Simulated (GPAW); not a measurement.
Consider Mg (I4/mmm).

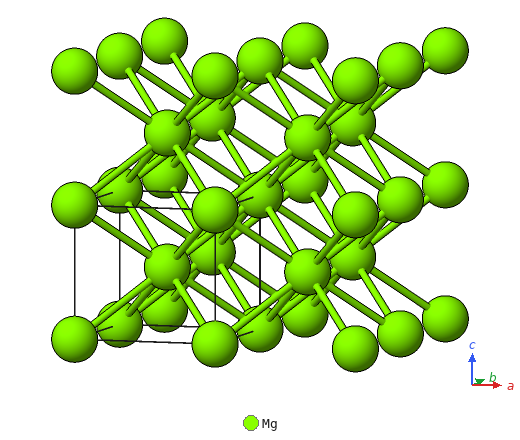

The structure (magnesium green). 2×2×2 conventional cells are drawn. Some periodic images of atoms are drawn too.

```xyz
1
Lattice="-1.8360 1.8360 1.6794 1.8360 -1.8360 1.6794 1.8360 1.8360 -1.6794" Properties=species:S:1:pos:R:3 pbc="T T T"
Mg    0.0000    0.0000    0.0000
```

Absorber: atom 1, with 8 Mg at 3.09 Å, 2 Mg at 3.36 Å and 4 Mg at 3.67 Å (14-fold, site symmetry 4/mmm). Method: GPAW, LDA, excited-electron core hole (neutral cell), 15-atom cell with 7.7 Å between holes, 6×6×6 k points, dipole transitions, Gaussian full width 0.9 eV up to 4 eV, rising linearly to 3.5 eV at 25 eV.

This is not the structure that Mg takes at ambient pressure and room temperature (hexagonal, No. 194); it is a model or a phase of other conditions.

Q: What does the Mg K edge look like?

Main maxima up to 24 eV above the zero (height): 1.6 eV (1.07), 3.0 eV (1.15), 4.8 eV (1.11) and 8.5 eV (1.24). A K edge sees empty p states on the absorber. The total-energy difference is 1307.42 eV. One term is added: -12.89 eV, since the hole is spin-paired here and a spin-polarised one costs that much less in the free atom (computed apart). The photon energy is then 1294.53 eV. The tabulated edge of the element is 1303 eV. The functional leaves an error in such absolute values: in the free atom LDA prices this hole 6.5 eV below PBE (computed apart), and PBE is itself good to a few eV.

The Mg K spectrum (energy from the lowest empty level; intensity scaled to a mean of 1 over the first 20 eV; polarised curves are means over the symmetry-equivalent atoms):

```
E (eV)  isotropic  ε ⊥ c  ε ∥ c
  -2.0       0.00   0.00   0.00
  -0.5       0.09   0.09   0.08
   1.0       0.92   0.94   0.87
   2.5       1.09   1.14   0.98
   4.0       1.06   1.07   1.05
   5.5       1.05   0.96   1.22
   7.0       1.11   1.11   1.10
   8.5       1.24   1.25   1.22
  10.0       1.14   1.13   1.17
  11.5       1.07   1.04   1.11
  13.0       1.03   1.03   1.02
  14.5       0.96   0.96   0.97
  16.0       0.88   0.84   0.95
  17.5       0.79   0.75   0.87
  19.0       0.70   0.72   0.67
  20.5       0.66   0.75   0.48
  22.0       0.65   0.76   0.42
  23.5       0.61   0.68   0.47
  25.0       0.57   0.55   0.61
  26.5       0.56   0.48   0.71
  28.0       0.58   0.49   0.75
  29.5       0.61   0.54   0.74
  31.0       0.69   0.68   0.72
```

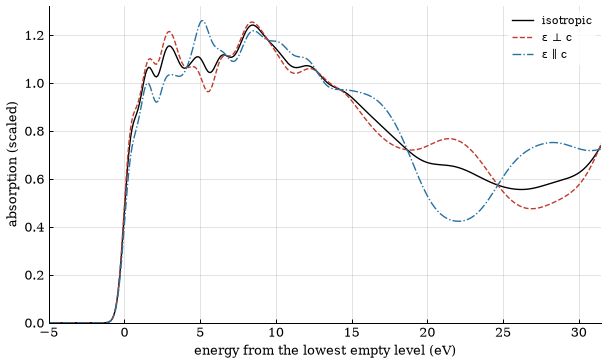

The Mg K edge.

Lifetime broadening is put in by hand, and intensities beyond about 20 eV depend on it and on the partial waves; weight that the partial waves miss at high energy is lost. The structure is a computed Materials Project entry and may be a hypothetical form.

[Banner, clock and machine lines of the logs are left out without a mark of their own.]

[Logs are printed without paths, hosts, clocks, repeated set-up lines and the standing remarks that a program may print on its own settings, such as how far it seeks lower states.]

[Hosts, paths, dates, database ids (printed as entryN), source tags and the programs' standing remarks are cut or masked in the printed files.]

[Lists of maxima count a maximum above −3 eV only where it reaches 4 % of the highest in the window and stands out from its surroundings by 2 % of it (1.5 % where it reaches 55 %); shoulders and weaker maxima are passed over, and of the rest the first, up to two pre-edge ones and the few strongest are named.]
